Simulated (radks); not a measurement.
**The first electron to leave In⁴⁺**

In⁴⁺ stands in [Kr] 4d9. From which sub-shell is an electron easiest to take? Each removal is a run of its own. The parent's configuration is the lowest that an earlier search found at this level.

The numbers are computed with radks (a radial shooting solver on a logarithmic mesh, Libxc functionals) version 1 (scalar-relativistic Kohn-Sham, r2SCAN, spin-polarised, spherical densities, finite nucleus; open shells are filled with parallel spins first), except any that are marked as measured or tabulated.

1 further run of the same task is left out (set aside as unsound or not needed).

### 1 Starting point

| Item | Value |
| --- | --- |
| element | indium (Z = 49) |
| charge | +4 |
| electrons | 45 |
| configuration | [Kr] 4d9 |
| nuclear rms radius | 4.6156 fm |

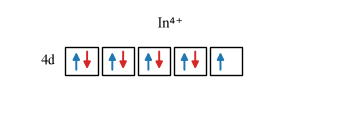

The shells outside the core, filled by Hund's rule for the drawing.

In the logs a row gives level, spin channel, occupation and eigenvalue; Etot, Ekin, Encl (electron-nucleus), Eh (Hartree) and Exc are energies, all in hartree; err is the last residual, it the number of iterations.

### 2 The parent, In⁴⁺

From an earlier run at this level the parent has E = -5878.304407 hartree and these outer levels (eV):

| level | occupation | energy (eV) |
| --- | --- | --- |
| 3d up | 5 | -485.81 |
| 3d down | 5 | -485.54 |
| 4s up | 1 | -171.60 |
| 4s down | 1 | -170.45 |
| 4p up | 3 | -128.80 |
| 4p down | 3 | -127.62 |
| 4d up | 5 | -66.118 |
| 4d down | 4 | -64.977 |

### 3 Remove 4d: [Kr] 4d8

Input:

```text
Z 49
configuration [Kr] 4d8
relativity scalar-relativistic
functional r2scan,r2scan
spin polarised
nucleus finite rms 4.6156 fm
c 137.035999084
```

The program printed:

```text
1s      1   1.0000       -1024.45911501
2s      1   1.0000        -156.17869830
2p      1   3.0000        -140.33621037
3s      1   1.0000         -31.95249564
3p      1   3.0000         -26.72774499
3d      1   5.0000         -18.64004394
4s      1   1.0000          -7.05619042
4p      1   3.0000          -5.46960906
4d      1   5.0000          -3.12586634
1s      2   1.0000       -1024.45931404
2s      2   1.0000        -156.14989877
2p      2   3.0000        -140.31481037
3s      2   1.0000         -31.94604446
3p      2   3.0000         -26.71804436
3d      2   5.0000         -18.61871325
4s      2   1.0000          -6.96515953
4p      2   3.0000          -5.37687591
4d      2   3.0000          -3.03542858
Etot -5875.596024465204
Ekin 6124.575506627672
Encl -14094.476827158587
Eh 2252.176379071768
Exc -157.87108300605786
err 1.378669579382048e-06
it 12
```

E − E(parent) = 73.699 eV.

### 4 Remove 4p: [Ar] 3d10 4s2 4p5 4d9

Input: that of step 3 with these lines changed.

```diff
@@ -1,3 +1,3 @@
 Z 49
-configuration [Kr] 4d8
+configuration [Ar] 3d10 4s2 4p5 4d9
 relativity scalar-relativistic
```

The program printed:

```text
1s      1   1.0000       -1024.61764544
2s      1   1.0000        -156.27273656
2p      1   3.0000        -140.43857274
3s      1   1.0000         -32.04507496
3p      1   3.0000         -26.82107380
3d      1   5.0000         -18.72965850
4s      1   1.0000          -7.11712052
4p      1   3.0000          -5.52418352
4d      1   5.0000          -3.16677241
1s      2   1.0000       -1024.60190946
2s      2   1.0000        -156.25360381
2p      2   3.0000        -140.41555296
3s      2   1.0000         -32.03323737
3p      2   3.0000         -26.80448566
3d      2   5.0000         -18.70535571
4s      2   1.0000          -7.00551332
4p      2   2.0000          -5.41707972
4d      2   4.0000          -3.07443380
Etot -5873.255428728659
Ekin 6122.089272335625
Encl -14086.402297668146
Eh 2248.7107979354896
Exc -157.65320133162703
err 1.1245374241211651e-06
it 12
```

E − E(parent) = 137.39 eV.

### 5 Remove 4s: [Ar] 3d10 4s1 4p6 4d9

Input:

```text
Z 49
configuration [Ar] 3d10 4s1 4p6 4d9
relativity scalar-relativistic
functional r2scan,r2scan
spin polarised
nucleus finite rms 4.6156 fm
c 137.035999084
```

The program printed:

```text
1s      1   1.0000       -1024.65591483
2s      1   1.0000        -156.31389157
2p      1   3.0000        -140.47607382
3s      1   1.0000         -32.08876485
3p      1   3.0000         -26.86409379
3d      1   5.0000         -18.77306970
4s      1   1.0000          -7.14123737
4p      1   3.0000          -5.54466531
4d      1   5.0000          -3.18104101
1s      2   1.0000       -1024.64331782
2s      2   1.0000        -156.29045213
2p      2   3.0000        -140.45514957
3s      2   1.0000         -32.07316709
3p      2   3.0000         -26.84538472
3d      2   5.0000         -18.74666546
4s      2   0.0000          -7.01759032
4p      2   3.0000          -5.43102843
4d      2   4.0000          -3.08892847
Etot -5871.668529621584
Ekin 6120.194159196326
Encl -14081.594628456376
Eh 2247.2983867092958
Exc -157.56644707082853
err 1.5428604027767947e-06
it 12
```

E − E(parent) = 180.57 eV.

### 6 Remove 3d: [Ar] 3d9 4s2 4p6 4d9

Input:

```text
Z 49
configuration [Ar] 3d9 4s2 4p6 4d9
relativity scalar-relativistic
functional r2scan,r2scan
spin polarised
nucleus finite rms 4.6156 fm
c 137.035999084
```

The program printed:

```text
1s      1   1.0000       -1025.76757211
2s      1   1.0000        -157.55894505
2p      1   3.0000        -141.71397820
3s      1   1.0000         -32.86612827
3p      1   3.0000         -27.64727677
3d      1   5.0000         -19.64346188
4s      1   1.0000          -7.23373685
4p      1   3.0000          -5.61824566
4d      1   5.0000          -3.22718600
1s      2   1.0000       -1025.76740854
2s      2   1.0000        -157.43414102
2p      2   3.0000        -141.62136882
3s      2   1.0000         -32.74291047
3p      2   3.0000         -27.51828149
3d      2   4.0000         -19.48583161
4s      2   1.0000          -7.17263057
4p      2   3.0000          -5.55835409
4d      2   4.0000          -3.17119400
Etot -5859.659376399999
Ekin 6108.8272473135185
Encl -14032.181811098599
Eh 2220.1025200051495
Exc -156.40733262006893
err 1.4010585976696376e-06
it 12
```

E − E(parent) = 507.36 eV.

### 7 Ion rearranged (move 4d to 5s after a removal): [Kr] 4d7 5s1

Input: that of step 6 with these lines changed.

```diff
@@ -1,3 +1,3 @@
 Z 49
-configuration [Ar] 3d9 4s2 4p6 4d9
+configuration [Kr] 4d7 5s1
 relativity scalar-relativistic
```

The program printed:

```text
1s      1   1.0000       -1024.75046248
2s      1   1.0000        -156.49497717
2p      1   3.0000        -140.65060742
3s      1   1.0000         -32.24881805
3p      1   3.0000         -27.02506777
3d      1   5.0000         -18.94296218
4s      1   1.0000          -7.32571004
4p      1   3.0000          -5.72693841
4d      1   5.0000          -3.35757034
5s      1   1.0000          -2.27548987
1s      2   1.0000       -1024.74844960
2s      2   1.0000        -156.44910389
2p      2   3.0000        -140.61593495
3s      2   1.0000         -32.23623065
3p      2   3.0000         -27.00718328
3d      2   5.0000         -18.90696159
4s      2   1.0000          -7.17344092
4p      2   3.0000          -5.57143654
4d      2   2.0000          -3.19742519
5s      2   0.0000          -2.11372317
Etot -5874.674569930924
Ekin 6123.791611996989
Encl -14081.221683979986
Eh 2240.2114291490147
Exc -157.45592709694114
err 2.934300546142621e-06
it 13
```

E − E(parent) = 98.773 eV.

### 8 Ion rearranged (move 4d to 5p after a removal): [Kr] 4d7 5p1

Input: that of step 7 with these lines changed.

```diff
@@ -1,3 +1,3 @@
 Z 49
-configuration [Kr] 4d7 5s1
+configuration [Kr] 4d7 5p1
 relativity scalar-relativistic
```

The program printed:

```text
1s      1   1.0000       -1024.79455081
2s      1   1.0000        -156.53775960
2p      1   3.0000        -140.69384091
3s      1   1.0000         -32.29229859
3p      1   3.0000         -27.06876084
3d      1   5.0000         -18.98679262
4s      1   1.0000          -7.36773671
4p      1   3.0000          -5.76801799
4d      1   5.0000          -3.39492315
5p      1   1.0000          -1.86409441
1s      2   1.0000       -1024.79201869
2s      2   1.0000        -156.49223239
2p      2   3.0000        -140.65844964
3s      2   1.0000         -32.28055114
3p      2   3.0000         -27.05136372
3d      2   5.0000         -18.95104234
4s      2   1.0000          -7.21691627
4p      2   3.0000          -5.61466523
4d      2   2.0000          -3.23937072
5p      2   0.0000          -1.72954635
Etot -5874.246737471796
Ekin 6123.306133312573
Encl -14078.493257377588
Eh 2238.3243032272094
Exc -157.38391663399136
err 9.405528894075453e-07
it 12
```

E − E(parent) = 110.41 eV.

### 9 All runs together

| case | final configuration | Δ-SCF (eV) | −ε of the level emptied (eV) |
| --- | --- | --- | --- |
| remove 4d | [Kr] 4d8 | 73.699 | 64.977 |
| ion rearranged (move 4d to 5s after a removal) | [Kr] 4d7 5s1 | 98.773 | - |
| ion rearranged (move 4d to 5p after a removal) | [Kr] 4d7 5p1 | 110.41 | - |
| remove 4p | [Ar] 3d10 4s2 4p5 4d9 | 137.39 | 127.62 |
| remove 4s | [Ar] 3d10 4s1 4p6 4d9 | 180.57 | 170.45 |
| remove 3d | [Ar] 3d9 4s2 4p6 4d9 | 507.36 | 485.54 |

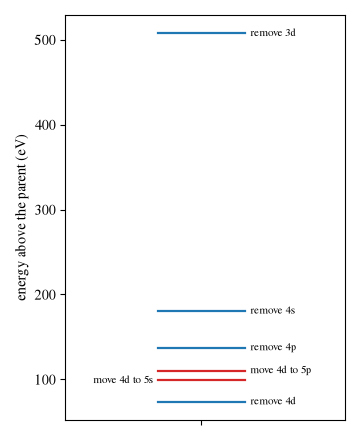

Cost of each removal (blue) and rearrangement (red).

**Reading.** The 4d electron leaves first, at 73.699 eV; the next cheapest, 4p, costs 137.39 eV. 4d is also the highest occupied level of the parent. NIST lists 69 eV (semi-empirical), between the same two configurations. Open shells are spherical and high-spin; term and fine-structure splittings are not resolved. Spin-orbit splitting is averaged out at the scalar-relativistic level.
